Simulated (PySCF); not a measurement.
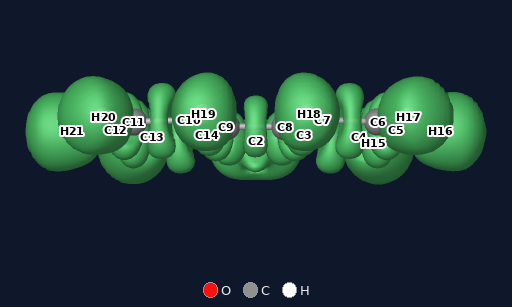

The picture shows: C$_{13}$H$_{8}$O (charge +1, doublet). Isosurface of the ELF at 0.75 (green), seen from one side. Only the valence region is drawn (cores and ρ < 0.01 e/Å³ removed).

Geometry: PBE0-D3(BJ)/def2-SVP; ⟨S²⟩ = 0.81, above the pure value of 0.75.

Method: PySCF, DFT single point, gas phase, functional wB97X.

```tsv
atom	x (Å)	y (Å)	z (Å)
O	-0.0187	2.8759	1.0953
C	-0.0118	1.7548	0.6716
C	-1.1889	0.8897	0.3370
C	-2.5323	1.1665	0.4337
C	-3.4309	0.1563	0.0447
C	-2.9778	-1.0987	-0.4281
C	-1.6268	-1.3805	-0.5266
C	-0.7151	-0.3759	-0.1399
C	0.7186	-0.3707	-0.1294
C	1.6432	-1.3686	-0.5028
C	2.9905	-1.0769	-0.3846
C	3.4275	0.1813	0.0947
C	2.5160	1.1848	0.4707
C	1.1762	0.8982	0.3543
H	-2.8803	2.1352	0.7990
H	-4.5067	0.3392	0.1071
H	-3.7135	-1.8517	-0.7182
H	-1.2817	-2.3494	-0.8920
H	1.3106	-2.3401	-0.8732
H	3.7359	-1.8246	-0.6638
H	4.5009	0.3721	0.1729
H	2.8514	2.1560	0.8410
```

Where are the electrons localised?

Answer. At this value the surface marks out 15 regions between bonded C–C atoms (shared pairs), eight regions around hydrogen nuclei and one region on O in which the atom's valence shell and bonds are merged. Profiles from the grid: C–O (1.20 Å): the ELF peaks at about 0.85 between the atoms; a multiple bond. C–C (1.38 Å): the ELF peaks at about 0.95 between the atoms; a covalent bond.
